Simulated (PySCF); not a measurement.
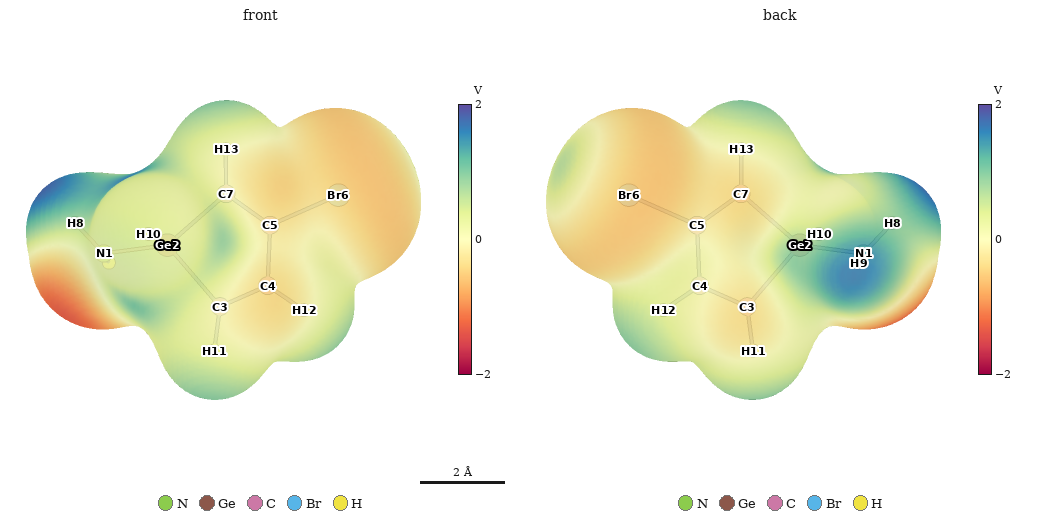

Figure 1: C4H6BrGeN. The electrostatic potential painted on the density surface at 0.002 e/bohr³, seen from the front and from behind; red is negative and blue positive.

Geometry: GFN2-xTB.

The calculation used wB97X-D/def2-SVPD, SCF density, gas phase (PySCF 2.14.0).

```csv
atom,x (Å),y (Å),z (Å)
N,2.4326,0.0323,-0.3124
Ge,0.9048,0.1765,0.6556
C,-0.3714,1.4146,-0.1717
C,-1.5013,0.7566,-0.4371
C,-1.5418,-0.6580,-0.0740
Br,-3.1649,-1.6000,-0.4468
C,-0.4811,-1.2269,0.4931
H,3.1307,-0.6121,0.0314
H,2.3140,-0.1209,-1.3044
H,1.3544,0.4474,2.0658
H,-0.2484,2.4595,-0.3987
H,-2.3747,1.1942,-0.9001
H,-0.4574,-2.2627,0.7816
```

Which sites attract a positive test charge, and which a negative one?

A positive charge is drawn to the negative regions and a negative charge to the positive ones. The most negative region (about −1.3 V, or −30 kcal/mol for a unit charge) lies over N1, the most positive (about +1.7 V, or +39 kcal/mol for a unit charge) over H8. Br6 shows a σ-hole: about +0.7 V, or +16 kcal/mol for a unit charge at the tip opposite its bond, against about −0.5 V, or −12 kcal/mol for a unit charge on its flanks. N1 is the likeliest acceptor of a hydrogen bond.
